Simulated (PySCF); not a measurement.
# C10H18O2: the cost of one run

Programs: PySCF 2.14.0, with density-fitted response routines of our own. Each step states its level of theory. These are calculated values for one molecule in the gas phase, unless marked as measured. Atoms are numbered from 0 throughout.

**1. The molecule as given**

30 atoms, charge 0, multiplicity 1; geometry from: GFN2-xTB.

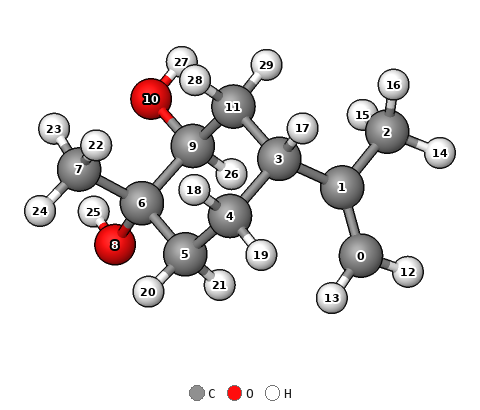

As it starts; carbon grey, oxygen red, hydrogen white, atoms numbered.

**2. Optimising the geometry at PBE0-D3(BJ)/def2-SVP**

Job settings and geometry (Å):

```
{"job": {"xc": "PBE0", "basis": "def2-SVP", "d3": "d3bj", "grid": 1, "kind": "geom"}, "charge": 0, "multiplicity": 1}
C      2.337400    -1.435140    -1.155560
C      2.201180    -0.583860    -0.151370
C      3.203320     0.523630     0.032970
C      1.130210    -0.670240     0.916320
C      0.043770    -1.720960     0.664070
C     -0.898120    -1.337960    -0.473580
C     -1.541230     0.039780    -0.287540
C     -2.594780     0.042640     0.824530
O     -2.164010     0.361990    -1.519940
C     -0.427060     1.074120    -0.023590
O     -1.050880     2.335100     0.160090
C      0.444520     0.680590     1.166450
H      3.151950    -1.336730    -1.854090
H      1.669610    -2.255990    -1.338310
H      4.109220     0.313140    -0.529580
H      2.802300     1.471380    -0.325780
H      3.465850     0.640210     1.083100
H      1.653850    -0.946440     1.843340
H     -0.532830    -1.841310     1.583500
H      0.502530    -2.686300     0.448570
H     -1.692090    -2.079960    -0.567250
H     -0.358510    -1.308010    -1.419770
H     -2.205360    -0.371480     1.748650
H     -2.930280     1.060560     1.007640
H     -3.442830    -0.556380     0.501890
H     -2.457000     1.278960    -1.453710
H      0.200350     1.107800    -0.930370
H     -0.371160     2.987190     0.356890
H     -0.181420     0.612170     2.057830
H      1.183800     1.463840     1.347570
```

Q: Estimate the wall time of this first job on 8 threads of Arm Neoverse V2, shared host.

About 5 min.
